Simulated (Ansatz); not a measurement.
C₂H₁₀OSSi₂: phonon calculation

System: C₂H₁₀OSSi₂, SMILES CS[Si](C)(O)[SiH3].
Method: RKS PBE0-D4/6-31G (Ansatz 0.2.0).

It belongs to a series of runs on one base structure; here: vibrations at the highest image of the band. Figures and captions count atoms from 1; the log counts them from 0 in places.

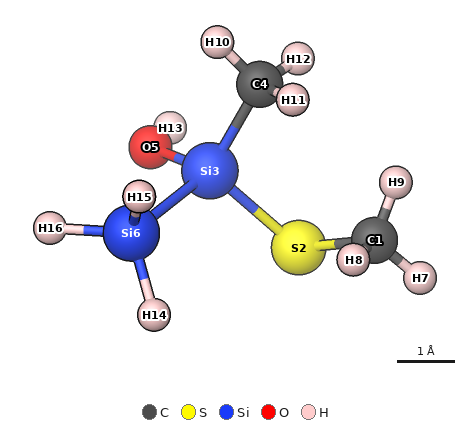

Fig. 1: The structure (ball-and-stick view, seen at a tilt; atoms are numbered from 1 in the order of the input).

### Results in brief

| quantity | value |
| --- | --- |
| outcome | converged |
| total energy | −30856.7032 eV |
| mean-field energy | −30856.3273 eV |
| largest force (length of the vector) | 0.037 eV/Å |
| hardware | 1 thread of Arm Neoverse V1, 24 GiB of memory available, shared host |
| wall time | 9.2 min |
| peak memory | 0.23 GiB |

### Input
```yaml
crystal:
  periodic: [false, false, false]
  atoms:
    - { symbol: C, position_ang: [0.285952, -2.336608, -0.873701] }
    - { symbol: S, position_ang: [-1.347058, -1.429238, -0.655873] }
    - { symbol: Si, position_ang: [-0.600476, 0.593774, -0.017644] }
    - { symbol: C, position_ang: [0.918438, 1.023529, -1.075368] }
    - { symbol: O, position_ang: [-1.918436, 1.681841, -0.294744] }
    - { symbol: Si, position_ang: [-0.178618, 0.722756, 2.298022] }
    - { symbol: H, position_ang: [0.023691, -3.356462, -1.154772] }
    - { symbol: H, position_ang: [0.847386, -2.357137, 0.062324] }
    - { symbol: H, position_ang: [0.880128, -1.881252, -1.66644] }
    - { symbol: H, position_ang: [1.206789, 2.063793, -0.89204] }
    - { symbol: H, position_ang: [1.767573, 0.383098, -0.815711] }
    - { symbol: H, position_ang: [0.702169, 0.904071, -2.141983] }
    - { symbol: H, position_ang: [-2.380682, 1.717753, -1.146849] }
    - { symbol: H, position_ang: [-0.503889, -0.58635, 2.959483] }
    - { symbol: H, position_ang: [1.277553, 1.020255, 2.544675] }
    - { symbol: H, position_ang: [-1.00322, 1.813478, 2.914923] }
basis:
  gaussian: { orbitals: "6-31G" }
hamiltonian:
  xc: pbe0
  dispersion: d4
phonons: {}
```

Launched with:
```bash
ansatz run input.yaml --threads 1 --pin off --max-ram 2048MiB --backend cpu --events-out ev --progress --plain --runs-dir out
```

### Log
```
Engine: ansatz 0.2.0, aarch64-unknown-linux-gnu
Functional definition: PBE0
  parameter a = 0.25
  parameter kappa = 0.804
  parameter beta = 0.06672455060314922
  exchange = (1 - a)*pbe_x(kappa = kappa, mu = beta*pi^2/3) + a*exact_x
  correlation = pbe_c(beta = beta)
1151 factors; integrals over basis functions are off by at most 1.7e-4 eV
mean field evaluation 1: about -30848.4420 eV, gradient 6.1e1 eV
mean field evaluation 2: about -30840.6612 eV, gradient 8.7e1 eV
mean field evaluation 4: about -30856.2424 eV, gradient 2.8e0 eV
mean field evaluation 8: about -30856.3273 eV, gradient 3.3e-2 eV
mean field evaluation 16: about -30856.3273 eV, gradient 7.2e-6 eV
mean field -30856.32729890 eV, -1133.9491130646 hartree, gradient 7.2e-6 eV, S^2 0.000000; 0 other end points of the search recorded, 0 dependent functions left out
the calculation of the forces begins
reference -30856.32732861 eV, -1133.9491141567 hartree; 37, 37 occupied and 49, 49 virtual orbitals, 1151 factors
these checks for a lower state are left out or cut short: stability, starts, cluster_reference, orbital_swaps, neighbouring_geometries, increment
1151 factors; integrals over basis functions are off by at most 1.7e-4 eV
mean field -30856.32716460 eV, -1133.9491081293 hartree, gradient 2.8e-6 eV, S^2 0.000000; 0 other end points of the search recorded, 0 dependent functions left out
[... from here on the field's lines of each further geometry are left out, up to the last ...]
the calculation of the forces begins
reference -30856.32731132 eV, -1133.9491135212 hartree; 37, 37 occupied and 49, 49 virtual orbitals, 1151 factors
these checks for a lower state are left out or cut short: stability, starts, cluster_reference, orbital_swaps, neighbouring_geometries, increment
1151 factors; integrals over basis functions are off by at most 1.7e-4 eV
mean field -30856.32729002 eV, -1133.9491127383 hartree, gradient 1.2e-6 eV, S^2 0.000000; 0 other end points of the search recorded, 0 dependent functions left out
the calculation of the forces begins
reference -30856.32731974 eV, -1133.9491138304 hartree; 37, 37 occupied and 49, 49 virtual orbitals, 1151 factors
WARN: phonons: modes at or below zero, which the zero-point energy, F, S and C_V leave out: 1, the lowest at -107.83 cm⁻¹. A minimum has none, and a first-order saddle one
Total energy: -30856.70322781 eV, -1133.9629281975 hartree
Atom 0 at     0.285952    -2.336608    -0.873701 Å, force    -0.010039    -0.006967     0.003539 eV/Å
Atom 1 at    -1.347058    -1.429238    -0.655873 Å, force     0.018623    -0.001468    -0.009129 eV/Å
Atom 2 at    -0.600476     0.593774    -0.017644 Å, force    -0.025519    -0.009578    -0.019249 eV/Å
Atom 3 at     0.918438     1.023529    -1.075368 Å, force    -0.007431    -0.001050    -0.004136 eV/Å
Atom 4 at    -1.918436     1.681841    -0.294744 Å, force     0.022313     0.005518     0.028739 eV/Å
Atom 5 at    -0.178618     0.722756     2.298022 Å, force    -0.006348     0.001758     0.023945 eV/Å
Atom 6 at     0.023691    -3.356462    -1.154772 Å, force     0.005511    -0.002312    -0.002791 eV/Å
Atom 7 at     0.847386    -2.357137     0.062324 Å, force    -0.002192    -0.000457     0.000859 eV/Å
Atom 8 at     0.880128    -1.881252    -1.666440 Å, force     0.000232    -0.000678    -0.000225 eV/Å
Atom 9 at     1.206789     2.063793    -0.892040 Å, force     0.004575     0.002896     0.002159 eV/Å
Atom 10 at     1.767573     0.383098    -0.815711 Å, force     0.003205     0.000693     0.003153 eV/Å
Atom 11 at     0.702169     0.904071    -2.141983 Å, force    -0.000432     0.002479     0.005321 eV/Å
Atom 12 at    -2.380682     1.717753    -1.146849 Å, force     0.002397    -0.004337     0.001837 eV/Å
Atom 13 at    -0.503889    -0.586350     2.959483 Å, force    -0.005216    -0.001870    -0.007144 eV/Å
Atom 14 at     1.277553     1.020255     2.544675 Å, force     0.004678     0.005456    -0.021058 eV/Å
Atom 15 at    -1.003220     1.813478     2.914923 Å, force    -0.004355     0.009917    -0.005821 eV/Å
Dipole moment:     0.584845    -0.001145    -0.295053 e Å
Vibrations: -107.83 21.83 106.68 135.42 139.81 149.90 183.64 206.93 225.29 235.04 306.80 384.88 485.29 505.22 518.93 680.35 689.40 759.58 824.66 850.50 874.74 909.01 921.44 951.35 1004.29 1018.43 1357.51 1405.65 1500.11 1505.07 1523.69 1527.09 2169.67 2196.64 2214.91 3074.96 3101.80 3180.33 3182.09 3209.00 3226.21 3787.38 cm⁻¹, zero-point energy 3.177191 eV
```

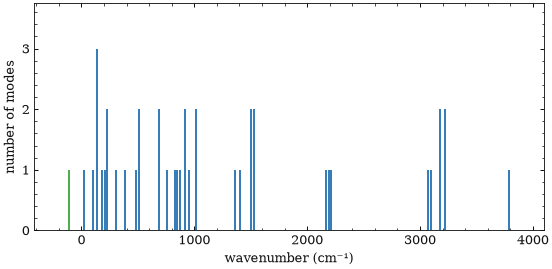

Fig. 2: Harmonic vibrational wavenumbers from the force constants; neighbouring modes closer than 18 cm⁻¹ are counted in one stick, and imaginary ones are drawn at negative wavenumbers. 42 modes from 108i to 3787 cm⁻¹, 1 imaginary beyond 8i (108i cm⁻¹): a first-order saddle point, if the geometry is stationary.
